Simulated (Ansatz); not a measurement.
The figure comes from a scan of SiC (wurtzite): a phonon pattern at M = (0.5, 0.0, 0.0) is frozen into a 8-atom cell, Q being the largest atomic displacement. These are PBE (plane waves to 420 eV, PAW, scalar-relativistic; Ansatz, a quantum-chemistry and plane-wave program) values and carry that method's errors. k mesh 6×12×7 (Γ-centred), Fermi-Dirac smearing 0.05 eV. Energies are smeared free energies. SiC was relaxed with its symmetry unable to fall. ΔE is measured from the undisplaced structure.

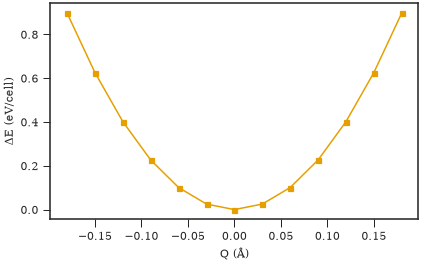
Fig. 1. ΔE (eV/cell) against Q (Å); markers are the computed points, lines only join them.

**Question.** Turn the plot into a table (rounded to what can be read).

**Answer.** To the nearest 0.02:

| Q (Å) | ΔE (eV/cell) |
|---|---|
| -0.180 | 0.90 |
| -0.150 | 0.62 |
| -0.120 | 0.40 |
| -0.090 | 0.22 |
| -0.060 | 0.10 |
| -0.030 | 0.02 |
| 0.000 | 0.00 |
| 0.030 | 0.02 |
| 0.060 | 0.10 |
| 0.090 | 0.22 |
| 0.120 | 0.40 |
| 0.150 | 0.62 |
| 0.180 | 0.90 |

(For displaced atoms, the force is minus the slope of the energy, and its curvature is a force constant, which sets phonon frequencies.)
